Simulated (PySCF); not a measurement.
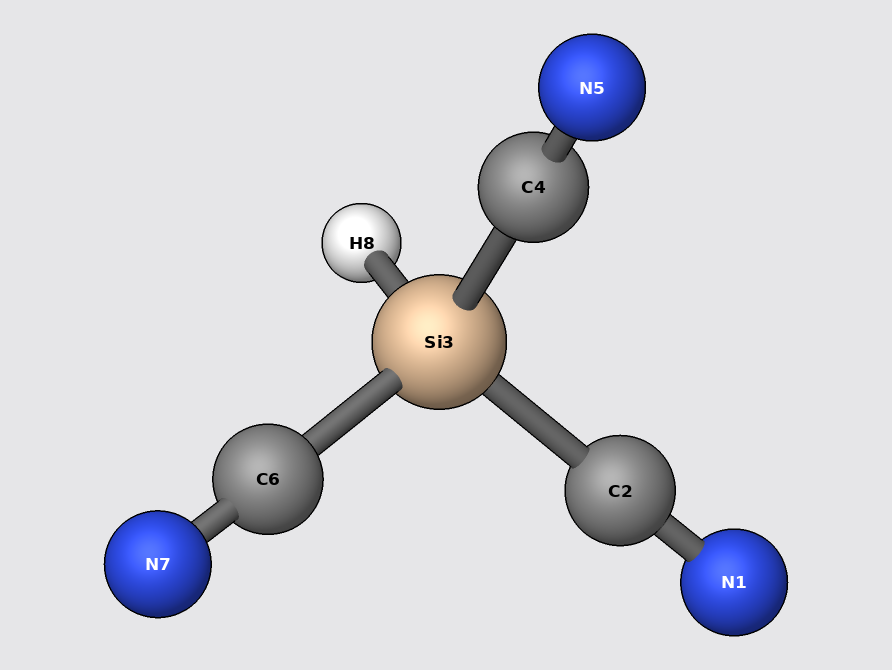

The geometry was computed by an optimisation with PBE0-D3(BJ)/def2-SVP. No frequency run is at hand to confirm it as a minimum. Level of theory: GIAO PBE/pcSseg-2 NMR shielding, non-relativistic, gas phase (PySCF 2.14.0). Principal shieldings σ11 ≤ σ22 ≤ σ33, span Ω = σ33 − σ11, skew κ = 3(σiso − σ22)/Ω.

Give the shielding tensors of the N atoms.

```csv
atom,σ11,σ22,σ33,σiso,Ω,κ
"N1, N5, N7",−328.5,−326.9,291.8,−121.2,620.4,0.99
```

Shieldings and span in ppm.
